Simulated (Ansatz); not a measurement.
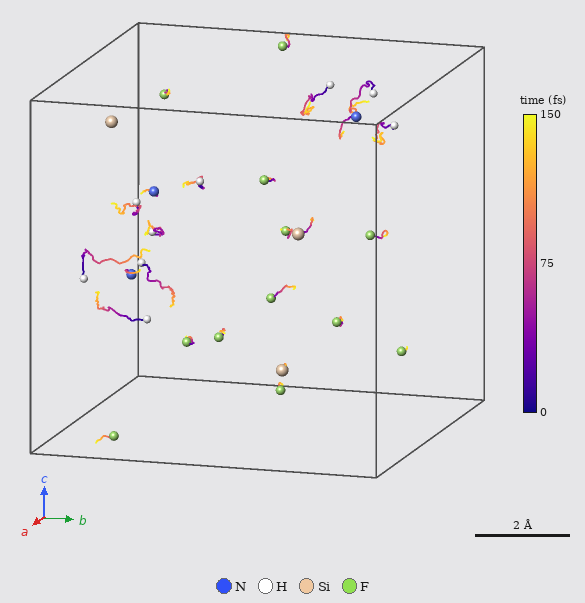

Molecular dynamics of a periodic cell with 3 NH3 + 3 SiF4 at 1.278 g/cm³, 150 fs long. Lines trace each atom's path, coloured by time; spheres stand at the starting positions. Seen slightly off an axis in the simulation cell.

Theory: DFT PBE-D3(BJ), scalar-relativistic, plane waves, PAW in Ansatz 0.2.0. Run with plane-wave cutoff 420 eV; k-point mesh 1 × 1 × 1; Fermi-Dirac smearing 0.02 eV; Langevin thermostat (NVT); set temperature 250 K; time step 0.5 fs; friction 0.02 per fs.

### How do the atoms move?

In the second half of the run the atoms are, in the root-mean-square, this far from where they began (common drift taken out): H 0.88 Å, N 0.36 Å, Si 0.27 Å, F 0.27 Å. The heavy atoms stay within a fraction of a molecule's size of their starting places, while the hydrogen atoms travel further, as molecules turn; so short a run doesn't tell a liquid from a solid. Bond changes: one N–Si bond forms at about 90 fs. Over the second half the temperature averages 233 K (spread ±31 K). The potential energy in the second half lies on average 2.4 meV per atom above the first frame.

Limits of the set-up: the periodic images lie only 7.8 Å apart, so the values are limited by the cell's size.
